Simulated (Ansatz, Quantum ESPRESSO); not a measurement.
# TmMg (Pm-3m): zone-centre phonons, part 2 of 3

Which modes does TmMg (Pm-3m) have at the zone centre?

Quantum ESPRESSO 7.5; DFT PBEsol, scalar-relativistic, plane waves, PseudoDojo norm-conserving, 4f in core pseudopotentials.

So far. Step 2 (A first look): No gap opens on this mesh, so smearing is kept; the start stands at -2.1 GPa. Step 5 (Self-consistent run for the response): The cell stands at -0.023 GPa, close enough for phonons. The relaxed cell has a = 3.688 Å (conventional setting).

## (6) Linear response at Γ

At q = 0 one unit cell holds all displacements; symmetry groups them into irreducible representations that are solved one by one. With smeared occupations no response to a homogeneous field can be asked.

Contents of ph.in:

```
phonons
&inputph
   prefix = 'x'
   outdir = './tmp'
   fildyn = 'g.dyn'
   tr2_ph = 1.0d-18
   alpha_mix(1) = 0.4
   nmix_ph = 8
/
0.000000000000 0.000000000000 0.000000000000
```

Run with:

```
OMP_NUM_THREADS=1 mpirun -n 4 ph.x -nk 4 -in ph.in > ph.out
```

The program printed:

```text
[banners, grids, parts of the stress and lines that vanish by symmetry left out]
[banner, memory and clock lines left out]
Program PHONON v.7.5

     ./tmp/x.save/

     IMPORTANT: XC functional enforced from input :
     Exchange-correlation= PBESOL
                           (   1   4  10   8   0   0   0)
     Any further DFT definition will be discarded
     Please, verify this is what you really want

     G-vector sticks info

     Reading collected, re-writing distributed wavefunctions in ./tmp/

     Number and degeneracy of irreps per q-point
       N         xq(1)         xq(2)         xq(3)   N irreps
       1   0.000000000   0.000000000   0.000000000       2
        3   3

     Calculation of q =    0.0000000   0.0000000   0.0000000

     phonons

     bravais-lattice index     =            1
     lattice parameter (alat)  =       6.9689  a.u.
     unit-cell volume          =     338.4527 (a.u.)^3
     number of atoms/cell      =            2
     number of atomic types    =            2
     kinetic-energy cut-off    =      76.0000  Ry
     charge density cut-off    =     304.0000  Ry
     convergence threshold     =      1.0E-18
     beta                      =       0.4000
     number of iterations used =            8
     Exchange-correlation= PBESOL
                           (   1   4  10   8   0   0   0)

     celldm(1)=    6.96893  celldm(2)=    0.00000  celldm(3)=    0.00000
     celldm(4)=    0.00000  celldm(5)=    0.00000  celldm(6)=    0.00000

     crystal axes: (cart. coord. in units of alat)
               a(1) = (  1.0000  0.0000  0.0000 )
               a(2) = (  0.0000  1.0000  0.0000 )
               a(3) = (  0.0000  0.0000  1.0000 )

     reciprocal axes: (cart. coord. in units 2 pi/alat)
               b(1) = (  1.0000  0.0000  0.0000 )
               b(2) = (  0.0000  1.0000  0.0000 )
               b(3) = (  0.0000  0.0000  1.0000 )

     Atoms inside the unit cell:

     Cartesian axes

     site n.  atom      mass           positions (alat units)
        1  Tm    168.9342   tau(    1) = (    0.50000    0.50000    0.50000  )
        2  Mg     24.3050   tau(    2) = (    0.00000    0.00000    0.00000  )

     Computing dynamical matrix for
                    q = (   0.0000000   0.0000000   0.0000000 )

     49 Sym.Ops. (with q -> -q+G )

     G cutoff =  373.9778  (  30215 G-vectors)     FFT grid: ( 40, 40, 40)

     number of k points=    35  Marzari-Vanderbilt smearing, width (Ry)=  0.0200
                       cart. coord. in units 2pi/alat
        k(    1) = (   0.0000000   0.0000000   0.0000000), wk =   0.0039062
        k(    2) = (   0.0000000   0.0000000   0.1250000), wk =   0.0234375
        k(    3) = (   0.0000000   0.0000000   0.2500000), wk =   0.0234375
        [... further k-points left out ...]

     PseudoPot. # 1 for Tm read from file:
     ./pseudo/Tm.upf
     Pseudo is Norm-conserving + core correction, Zval = 11.0
     Using radial grid of 1946 points,  7 beta functions with:
                l(1) =   0
                l(2) =   0
                l(3) =   1
                l(4) =   1
                l(5) =   2
                l(6) =   2
                l(7) =   3

     PseudoPot. # 2 for Mg read from file:
     ./pseudo/Mg.upf
     Pseudo is Norm-conserving, Zval = 10.0
     Using radial grid of 1510 points,  4 beta functions with:
                l(1) =   0
                l(2) =   0
                l(3) =   1
                l(4) =   1

     Mode symmetry, O_h (m-3m)  point group:

     Atomic displacements:
     There are    2 irreducible representations

     Representation     1      3 modes -  To be done

     Representation     2      3 modes -  To be done

     Alpha used in Ewald sum =   2.8000

     Representation #   1 modes #   1   2   3

     Self-consistent Calculation
      iter #   1   av.it.:   6.6
      thresh= 1.000E-02 alpha_mix =  0.400 |ddv_scf|^2 =  2.395E-06
      iter #   2   av.it.:  10.7
      thresh= 1.547E-04 alpha_mix =  0.400 |ddv_scf|^2 =  2.520E-07
      iter #   3   av.it.:  11.0
      thresh= 5.020E-05 alpha_mix =  0.400 |ddv_scf|^2 =  1.421E-08
      iter #   4   av.it.:  11.7
      thresh= 1.192E-05 alpha_mix =  0.400 |ddv_scf|^2 =  3.613E-10
      iter #   5   av.it.:  12.0
      thresh= 1.901E-06 alpha_mix =  0.400 |ddv_scf|^2 =  1.074E-11
      iter #   6   av.it.:  11.2
      thresh= 3.276E-07 alpha_mix =  0.400 |ddv_scf|^2 =  1.118E-12
      iter #   7   av.it.:  11.8
      thresh= 1.057E-07 alpha_mix =  0.400 |ddv_scf|^2 =  3.872E-15
      iter #   8   av.it.:  12.1
      thresh= 6.223E-09 alpha_mix =  0.400 |ddv_scf|^2 =  2.171E-17
      iter #   9   av.it.:  12.0
      thresh= 4.659E-10 alpha_mix =  0.400 |ddv_scf|^2 =  1.478E-18
      iter #  10   av.it.:  11.6
      thresh= 1.216E-10 alpha_mix =  0.400 |ddv_scf|^2 =  5.720E-21

     End of self-consistent calculation

     Convergence has been achieved

     Representation #   2 modes #   4   5   6

     Self-consistent Calculation
      iter #   1   av.it.:   5.8
      thresh= 1.000E-02 alpha_mix =  0.400 |ddv_scf|^2 =  1.001E-06
      iter #   2   av.it.:  10.7
      thresh= 1.001E-04 alpha_mix =  0.400 |ddv_scf|^2 =  4.216E-08
      iter #   3   av.it.:  10.6
      thresh= 2.053E-05 alpha_mix =  0.400 |ddv_scf|^2 =  1.599E-09
      iter #   4   av.it.:  11.8
      thresh= 3.999E-06 alpha_mix =  0.400 |ddv_scf|^2 =  2.993E-11
      iter #   5   av.it.:  12.0
      thresh= 5.471E-07 alpha_mix =  0.400 |ddv_scf|^2 =  7.287E-13
      iter #   6   av.it.:  11.6
      thresh= 8.536E-08 alpha_mix =  0.400 |ddv_scf|^2 =  1.404E-13
      iter #   7   av.it.:  11.8
      thresh= 3.747E-08 alpha_mix =  0.400 |ddv_scf|^2 =  1.413E-15
      iter #   8   av.it.:  11.9
      thresh= 3.759E-09 alpha_mix =  0.400 |ddv_scf|^2 =  1.121E-17
      iter #   9   av.it.:  11.4
      thresh= 3.348E-10 alpha_mix =  0.400 |ddv_scf|^2 =  2.354E-18
      iter #  10   av.it.:  11.6
      thresh= 1.534E-10 alpha_mix =  0.400 |ddv_scf|^2 =  5.117E-21

     End of self-consistent calculation

     Convergence has been achieved

     Number of q in the star =    1
     List of q in the star:
          1   0.000000000   0.000000000   0.000000000

     Diagonalizing the dynamical matrix

     q = (    0.000000000   0.000000000   0.000000000 )

 **************************************************************************
     freq (    1) =       0.542737 [THz] =      18.103774 [cm-1]
     freq (    2) =       0.542737 [THz] =      18.103774 [cm-1]
     freq (    3) =       0.542737 [THz] =      18.103774 [cm-1]
     freq (    4) =       7.079063 [THz] =     236.132126 [cm-1]
     freq (    5) =       7.079063 [THz] =     236.132126 [cm-1]
     freq (    6) =       7.079063 [THz] =     236.132126 [cm-1]
 **************************************************************************

     Mode symmetry, O_h (m-3m)  point group:

     freq (   1-   3) =         18.1  [cm-1]   --> T_1u G_15  G_4- I
     freq (   4-   6) =        236.1  [cm-1]   --> T_1u G_15  G_4- I
```

Elapsed: 2 min, on 4 MPI ranks of Arm Neoverse V1, shared host.

Numbers from this step:

```
largest acoustic frequency at the zone centre before the sum rule : 18.1 cm⁻¹
highest optical zone-centre mode (no LO-TO term)                  : 236.1 cm⁻¹
lowest optical zone-centre mode                                   : 236.1 cm⁻¹
```

The acoustic modes at Γ come out as far as 18.1 cm⁻¹ from zero, where they should vanish, a sizeable error of basis and grid or of the response kernel of this functional.

## (7) Zone-centre analysis

A rigid shift of the crystal must cost nothing, but grids and finite bases break this; the acoustic sum rule is imposed before the matrix is diagonalised again.

Contents of dynmat.in:

```
&input
   fildyn = 'g.dyn'
   asr = 'simple'
   fileig = 'dynmat.eig'
/
```

Run with:

```
dynmat.x -in dynmat.in > dynmat.out
```

The program printed:

```text
[banner, memory and clock lines left out]
Program DYNMAT v.7.5

     Reading Dynamical Matrix from file g.dyn
     ...Force constants read
     ...epsilon and Z* not read (not found on file)
     A direction for q was not specified:TO-LO splitting will be absent

     Polarizability (A^3 units)
     multiply by 1.000000 for Clausius-Mossotti correction
         0.000000    0.000000    0.000000
         0.000000    0.000000    0.000000
         0.000000    0.000000    0.000000

     IR activities are in (D/A)^2/amu units

# mode   [cm-1]    [THz]      IR
    1     -0.00   -0.0000    0.0000
    2     -0.00   -0.0000    0.0000
    3      0.00    0.0000    0.0000
    4    230.86    6.9209    0.0000
    5    230.86    6.9209    0.0000
    6    230.86    6.9209    0.0000
```

Wall time 0.46 s (1 thread).

Numbers from this step:

```yaml
highest_optical_zone_centre_mode_no_lo_to_term: 230.9 cm⁻¹
lowest_optical_zone_centre_mode: 230.9 cm⁻¹
```

Unit eigenvectors of the mass-weighted matrix after the sum rule; no LO-TO term. Modes at Γ, with each element's share of the kinetic energy:

```tsv
mode	frequency (cm⁻¹)	symmetry	Tm %	Mg %
1	0.0	acoustic	87	13
2	0.0	acoustic	87	13
3	0.0	acoustic	87	13
4	230.9	T1u	13	87
5	230.9	T1u	13	87
6	230.9	T1u	13	87
```

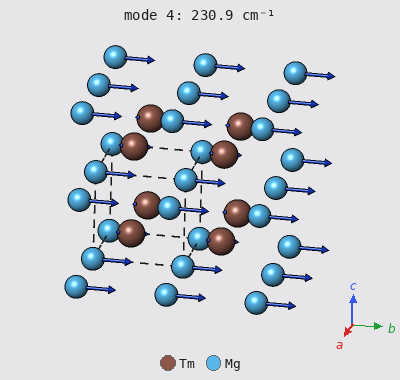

Displacement patterns of mode 4 at Γ; arrows are exaggerated. 2×2×2 cells are drawn. Some periodic images of atoms are drawn too.

The rule also moves an optical mode by 5.3 cm⁻¹.

## (8) Sum rules set otherwise: a sum rule for molecules or wires on a crystal

This rule also removes rotations, which suits molecules and not a crystal; it is tried to see the harm.

Contents of dynmat.in:

```
&input
   fildyn = 'g.dyn'
   asr = 'zero-dim'
   fileig = 'dynmat.eig'
/
```

Run with:

```
dynmat.x -in dynmat.in > dynmat.out
```

The program printed:

```text
[banner, memory and clock lines left out]
Program DYNMAT v.7.5

     Reading Dynamical Matrix from file g.dyn
     ...Force constants read
     ...epsilon and Z* not read (not found on file)
     Acoustic Sum Rule: || Z*(ASR) - Z*(orig)|| =    0.000000E+00
     Acoustic Sum Rule: ||dyn(ASR) - dyn(orig)||=    2.460950E-01
     A direction for q was not specified:TO-LO splitting will be absent

     Polarizability (A^3 units)
     multiply by 1.000000 for Clausius-Mossotti correction
         0.000000    0.000000    0.000000
         0.000000    0.000000    0.000000
         0.000000    0.000000    0.000000

     IR activities are in (D/A)^2/amu units

# mode   [cm-1]    [THz]      IR
    1     -0.00   -0.0000    0.0000
    2     -0.00   -0.0000    0.0000
    3     -0.00   -0.0000    0.0000
    4     -0.00   -0.0000    0.0000
    5      0.00    0.0000    0.0000
    6    232.54    6.9714    0.0000
```

Elapsed: 0.46 s, on 1 thread.

The run ended normally, but on settings that are not sound.

The fault: a sum rule for molecules or wires on a crystal; 2 optical modes are projected out to zero frequency, as if they were rotations.

For a crystal the rule has to be 'simple' or 'crystal'.

Zone-centre frequencies as printed; negative means imaginary. Modes:

```tsv
mode	frequency (cm⁻¹)
1	0
2	0
3	0
4	0
5	0
6	232.5
```

## (9) Sum rules set otherwise (asr no)

Without the rule the raw error of the acoustic modes shows.

Contents of dynmat.in:

```
&input
   fildyn = 'g.dyn'
   asr = 'no'
   fileig = 'dynmat.eig'
/
```

Run with:

```
dynmat.x -in dynmat.in > dynmat.out
```

The program printed:

```text
[banner, memory and clock lines left out]
Program DYNMAT v.7.5

     Reading Dynamical Matrix from file g.dyn
     ...Force constants read
     ...epsilon and Z* not read (not found on file)
     A direction for q was not specified:TO-LO splitting will be absent

     Polarizability (A^3 units)
     multiply by 1.000000 for Clausius-Mossotti correction
         0.000000    0.000000    0.000000
         0.000000    0.000000    0.000000
         0.000000    0.000000    0.000000

     IR activities are in (D/A)^2/amu units

# mode   [cm-1]    [THz]      IR
    1     18.10    0.5427    0.0000
    2     18.10    0.5427    0.0000
    3     18.10    0.5427    0.0000
    4    236.13    7.0791    0.0000
    5    236.13    7.0791    0.0000
    6    236.13    7.0791    0.0000
```

It took 0.46 s on 1 thread.

This step gave:

* highest optical zone-centre mode (no LO-TO term): 236.1 cm⁻¹
* lowest optical zone-centre mode: 236.1 cm⁻¹

Zone-centre frequencies as printed; negative means imaginary. Modes:

```tsv
mode	frequency (cm⁻¹)
1	18.1
2	18.1
3	18.1
4	236.1
5	236.1
6	236.1
```

Against the first rule no mode moves by more than 18.2 cm⁻¹.

[end of part 2 of 3]

[Host names and launcher messages were left out of these logs when they were recorded.]

[Logs are printed without paths, hosts, clocks, repeated set-up lines and the standing remarks that a program may print on its own settings, such as how far it seeks lower states.]

[Hosts, paths, dates, database ids (printed as entryN), source tags and the programs' standing remarks are cut or masked in the printed files.]
